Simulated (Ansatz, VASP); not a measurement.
# Cross-check of BAs between VASP and Ansatz, part 2 of 2

Wanted: the spread between two codes on one cell, functional and k mesh.  Valence electrons are named where the data sets of a main pair hold unlike numbers.

VASP 6.6.1 and Ansatz 0.2.0.

So far. Step 3 (VASP: band structure, PBE): The run ends at a pressure of 2.92 GPa.

**4. Comparison**

Known differences besides the potentials themselves: the data sets hold 18 valence electrons in Ansatz (on its default PAW (the set named soft_2) files) and 8 in VASP; the cutoff is 420 eV in Ansatz and 340 eV in VASP; VASP leaves aspherical gradient terms in its spheres out (LASPH is not set), Ansatz keeps them. Total energies have different zeros and are not compared.

Compared:

```tsv
quantity	Ansatz	VASP	difference
gap over the path points (eV)	1.184	1.168	+0.016
```

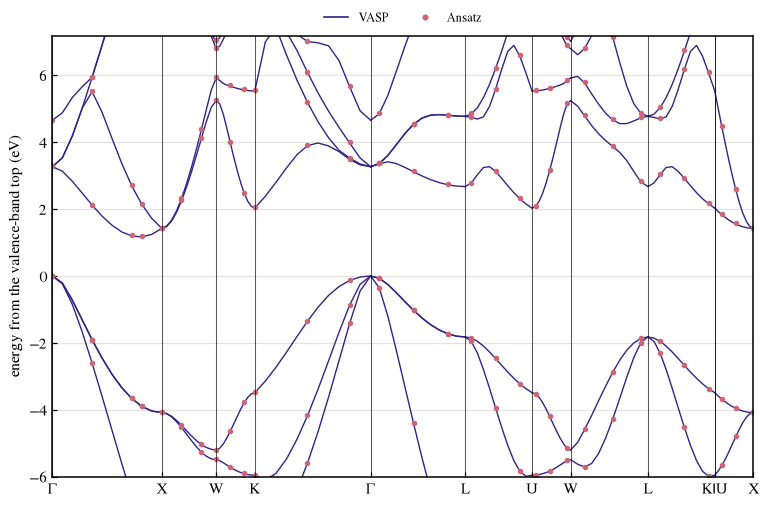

Bands from VASP (lines) and levels from Ansatz (dots). Dots without a line are higher empty bands that the VASP plot leaves out.

Levels at points of the path, from each program's valence-band top (eV; 3 filled, then empty):

```tsv
k (reciprocal lattice)	Ansatz	VASP
0.000 0.000 0.000	0.00 0.00 0.00 3.28 3.28 3.28	0.00 0.00 0.00 3.27 3.27 3.27
0.182 0.000 0.182	-2.61 -1.90 -1.90 2.13 5.53 5.96	-2.61 -1.91 -1.91 2.12 5.51 5.94
0.364 0.000 0.364	-6.59 -3.66 -3.66 1.21 2.71 9.76	-6.60 -3.67 -3.67 1.20 2.69 9.73
0.409 0.000 0.409	-7.49 -3.89 -3.89 1.18 2.16 10.57	-7.50 -3.90 -3.90 1.17 2.14 10.53
0.500 0.000 0.500	-8.52 -4.08 -4.08 1.44 1.45 11.39	-8.54 -4.08 -4.08 1.42 1.43 11.35
0.500 0.091 0.591	-8.41 -4.52 -4.46 2.26 2.32 10.45	-8.42 -4.53 -4.47 2.24 2.31 10.41
0.500 0.182 0.682	-8.15 -5.25 -5.03 4.13 4.38 8.28	-8.17 -5.26 -5.04 4.11 4.37 8.25
0.500 0.250 0.750	-8.05 -5.48 -5.19 5.26 5.94 6.81	-8.07 -5.50 -5.20 5.24 5.92 6.79
0.455 0.295 0.750	-8.07 -5.71 -4.63 4.01 5.69 7.60	-8.09 -5.72 -4.64 3.99 5.67 7.58
0.409 0.341 0.750	-8.12 -5.90 -3.77 2.49 5.58 8.73	-8.14 -5.91 -3.78 2.47 5.56 8.69
```

Among the levels compared at these points, filled levels agree within 18 meV and empty ones within 41 meV. Not compared: the pressure (VASP's GW data sets at this cutoff don't carry it).

**5. VASP: single point, PBE**

A single point gives forces, pressure and levels at one fixed geometry, so differences don't come from the geometry; what else differs is listed under the comparison. The cell compared in this pair holds 28.89 Å³, against 27.25 Å³ for the pair before.

Input file INCAR:

```
SYSTEM = BAs
PREC = Accurate
ENCUT = 340
EDIFF = 1E-08
NELM = 100
ISMEAR = 0
SIGMA = 0.01
LREAL = .FALSE.
ALGO = Normal
GGA = PE
NBANDS = 10
LORBIT = 11
LWAVE = .TRUE.
LCHARG = .FALSE.
KPAR = 8
```

Input file POSCAR:

```
BAs
1.0
    0.0000000000      2.4353452264      2.4353452264
    2.4353452264      0.0000000000      2.4353452264
    2.4353452264      2.4353452264      0.0000000000
As B
1 1
Direct
    0.7500000000      0.7500000000      0.7500000000
    0.0000000000      0.0000000000      0.0000000000
```

Input file KPOINTS:

```
Automatic mesh
0
Gamma
6 6 6
0 0 0
```

PAW data sets: As_GW and B_GW (PBE family, release 64).

Started as:

```console
mpirun -np 8 vasp_std
```

Numbers of over 12 decimals in the logs are rounded to 6 here.

Output:

```text
[banner, memory and clock lines left out]
running    8 mpi-ranks, on    1 nodes
[...]
[... a notice as in an earlier step ...]

 LDA part: xc-table for (Slater+PW92), standard interpolation
 POSCAR, INCAR and KPOINTS ok, starting setup
[...]
entering main loop
       N       E                     dE             d eps       ncg     rms          rms(c)
DAV:   1     0.756596337937E+01    0.75660E+01   -0.31365E+03   320   0.561E+02
DAV:   2    -0.114877413356E+02   -0.19054E+02   -0.18436E+02   508   0.100E+02
DAV:   3    -0.119300196692E+02   -0.44228E+00   -0.44130E+00   380   0.135E+01
DAV:   4    -0.119330770131E+02   -0.30573E-02   -0.30570E-02   454   0.136E+00
[...]
DAV:  11    -0.113764051644E+02    0.65697E-06   -0.85322E-06   390   0.164E-02    0.439E-03
DAV:  12    -0.113764059860E+02   -0.82157E-06   -0.23464E-06   370   0.105E-02    0.623E-04
DAV:  13    -0.113764059793E+02    0.66458E-08   -0.64716E-08   392   0.176E-03
   1 F= -.11376406E+02 E0= -.11376406E+02  d E =-.697547E-20
 writing wavefunctions
```

OUTCAR, selected parts (step 5):

```text
  Total       -0.8261285     -0.8261285     -0.8261285     -0.0000000     -0.0000000      0.0000000
  in kB      -45.8191024    -45.8191024    -45.8191024     -0.0000000     -0.0000000      0.0000000
  external PRESSURE =     -45.8191024 kB  Pullay stress =       0.0000000 kB

 POSITION                                       TOTAL-FORCE (eV/Angst)
 -----------------------------------------------------------------------------------
      3.65302      3.65302      3.65302        -0.000000      0.000000      0.000000
      0.00000      0.00000      0.00000         0.000000     -0.000000     -0.000000
 -----------------------------------------------------------------------------------
    total drift:                               -0.000000     -0.000000     -0.000000

  FREE ENERGIE OF THE ION-ELECTRON SYSTEM (eV)
  ---------------------------------------------------
  free  energy   TOTEN  =       -11.3764059793 eV

  energy  without entropy=      -11.3764059793  energy(sigma->0) =      -11.37640598

[... 1 part as in an earlier step ...]

[... 2 further parts left out ...]
[key lines of the parts left out:]
E-fermi :   5.6052
```

The run ends at a pressure of -4.58 GPa.

**6. Ansatz: single point, PBE**

The same cell, functional, mesh and smearing now go to Ansatz, which takes its cutoff from its data sets.

Input file input.yaml:

```yaml
crystal:
  lattice:
    - [0.0, 2.4353452264, 2.4353452264]
    - [2.4353452264, 0.0, 2.4353452264]
    - [2.4353452264, 2.4353452264, 0.0]
  atoms:
    - { symbol: As, position: [0.75, 0.75, 0.75] }
    - { symbol: B, position: [0.0, 0.0, 0.0] }
hamiltonian:
  xc: pbe
  pseudopotentials: { kind: paw }
kpoints:
  mp_grid: { grid: [6, 6, 6] }
scf:
  occupations: { method: gaussian, width: 0.01 }
  n_extra_bands: 4
output:
  forces: true
  stress: true
  eigenvalues: true
```

Started as:

```console
ansatz run input.yaml --threads 2 --pin off --max-ram 4608MiB --backend cpu --events-out ev --progress --plain --runs-dir out
```

Output:

```text
[...]
Crystal: 2 atoms, lattice volume = 28.888 Å³
Basis set: ecut = 420 eV, 537 PW (Γ), exchange–correlation on 48×48×48 points (8 copies of the dense FFT grid, shifted against one another)
Bands: 13, of which v1, the nominal top of the filled ones, is band 9 counted from 1 (8 counted from 0)
Symmetry: 24 space group operations
[...]
k-points: 16 of 216 (time reversal used)
[...]
--- Band table (eV; the first three rows and the last of 16) ---
  k-point 0: bands = [... 5 lower, -4.6624, 10.2248, 10.2248, 10.2248, 13.4326, 13.4326, 13.4326, 14.1726]
  k-point 1: bands = [... 5 lower, -4.2339, 7.3563, 9.5858, 9.5858, 13.2504, 14.2715, 14.2715, 16.3718]
  k-point 2: bands = [... 5 lower, -3.0466, 3.7590, 8.7943, 8.7943, 12.7655, 14.9556, 14.9556, 18.6426]
  k-point 15: bands = [... 5 lower, -0.6808, 2.3094, 5.3940, 5.5870, 13.9815, 14.1082, 18.5217, 18.7698]
[key lines of the parts left out:]
SCF converged after 6 iterations
Free energy (F): -5012.070507 eV
Fermi energy:    10.888134 eV
P = ⅓ Tr σ = -4.6078 GPa (-46.078 kbar)
```

Wall time 0.45 s (2 threads of Arm Neoverse V2, shared host); peak memory 0.37 GiB; 0.76 s of CPU time.

The run ends at a pressure of -4.61 GPa.

**7. Differences**

What differs besides the data sets and the points named for the pairs above, as far as they apply: the data sets hold 18 valence electrons in Ansatz (on its default PAW (the set named soft_2) files) and 8 in VASP. Total energies have different zeros and are not compared.

Both answers:

```tsv
quantity	Ansatz	VASP	difference
gap on the k mesh (eV)	1.327	1.313	+0.014
```

Not compared: the pressure (VASP's GW data sets at this cutoff don't carry it). A gap on the mesh is an upper bound, since the band edges may lie between its points.

**8. Results**

```json
{"largest difference of a filled level at the path points (band structure, PBE)": "18 meV", "difference in gap on the k mesh (single point, PBE)": "0.014 eV"}
```

**Reading.** The largest difference of a filled level at the path points is 18 meV (band structure, PBE), within the 80 meV picked in this series as the mark of a large difference. The data sets hold unlike numbers of valence electrons (18 in Ansatz and 8 in VASP), so part of the differences comes from the potentials. Such differences can come from data sets, numerical settings and the points named under the comparisons, not from the functional's error against experiment.

[Lines on the potential files, build, host, timing and source positions are cut from VASP's logs without a mark.]

[Logs are printed without paths, hosts, clocks, repeated set-up lines and the standing remarks that a program may print on its own settings, such as how far it seeks lower states.]

[Hosts, paths, dates, database ids (printed as entryN), source tags and the programs' standing remarks are cut or masked in the printed files.]
